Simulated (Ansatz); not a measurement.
Cl₂Si···H₂O

Input file:

```
crystal:
  periodic: [false, false, false]
  atoms:
    - {symbol: Si, position_ang: [0.191065, -1.304807, 0.030497]}
    - {symbol: Cl, position_ang: [1.474945, -0.401655, -1.429209]}
    - {symbol: Cl, position_ang: [-1.723702, -0.856065, -0.822034]}
    - {symbol: H, position_ang: [-0.780040, 0.894078, 0.767187]}
    - {symbol: O, position_ang: [0.105893, 0.559692, 0.975245]}
    - {symbol: H, position_ang: [0.731841, 1.108657, 0.478415]}
basis:
  gaussian: {orbitals: def2-TZVPP}
hamiltonian: {xc: pbe0, dispersion: d4}
output: {orbitals: {seedname: orbitals}}
```

Launched as:

```sh
ansatz run in.yaml --threads 2 --pin off --events-out ev --progress --plain --max-ram 4352MiB
```

The reactant side of a reaction path; geometry: PBE0-D4/def2-TZVP.

Method: Ansatz, RKS PBE0-D4/def2-TZVPP.

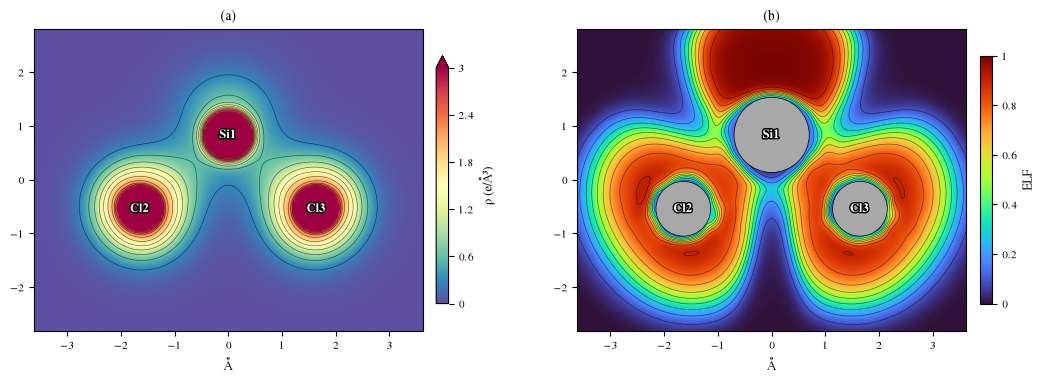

Figure 1. (a) electron density; (b) electron localisation function on the plane of atoms Cl2, Si1 and Cl3. Grey discs cover the atomic cores in the ELF map.

### What do the fields say about this system?

- The plane passes through Si and Cl nuclei.
- Si–Cl (2.14 Å): ρ is about 0.77 e/Å³ halfway; the ELF peaks at about 0.85 between the atoms, as expected for a shared but strongly polarised pair.
- The ELF also peaks beside Cl2, Cl3 and Si1, away from the bonds: lone-pair regions.

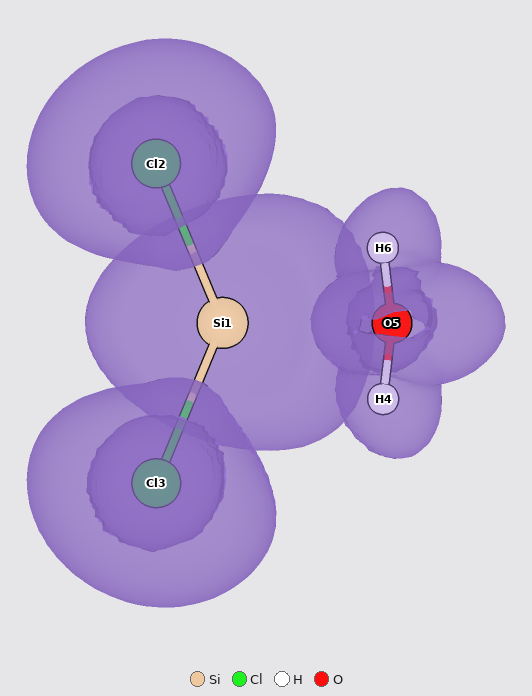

Figure 2. Isosurface of the ELF at 0.75 (purple), seen at a tilt. Core shells and regions of very low density are left out.

### Where are the electrons localised?

At this value the surface marks out two regions on Cl in which the atom's valence shell and bonds are merged, one lobe on Si, pointing away from the bonds (lone pairs) and one joined region spread over several atoms (H, O), in which their bonds and any lone pairs are merged. Along the contacts the grid gives the following. Si1···O5 (2.09 Å): the ELF peaks at about 0.90 in the valence shell of O, 0.6 Å from its nucleus, and is about 0.55 at the midpoint.

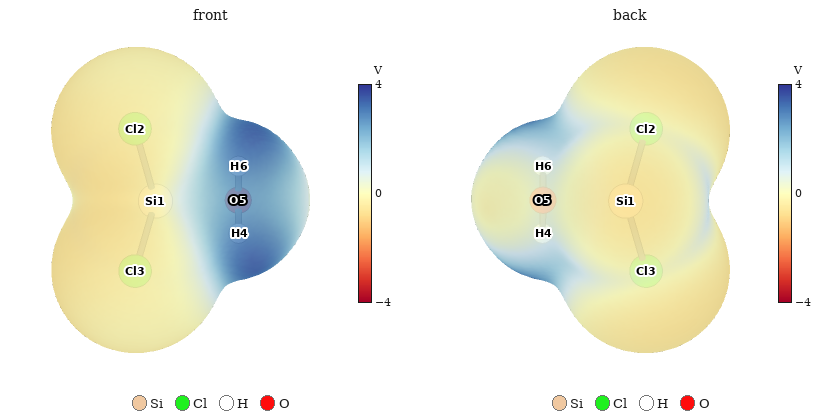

Figure 3. The electrostatic potential painted on the density surface at 0.002 e/bohr³, seen from the front and from behind; red is negative and blue positive.

### Where is the surface potential most negative and most positive?

The most negative region (about −0.7 V, or −16 kcal/mol for a unit charge) lies over Cl2 and Cl3, the most positive (about +3.4 V, or +78 kcal/mol for a unit charge) over H4 and H6.
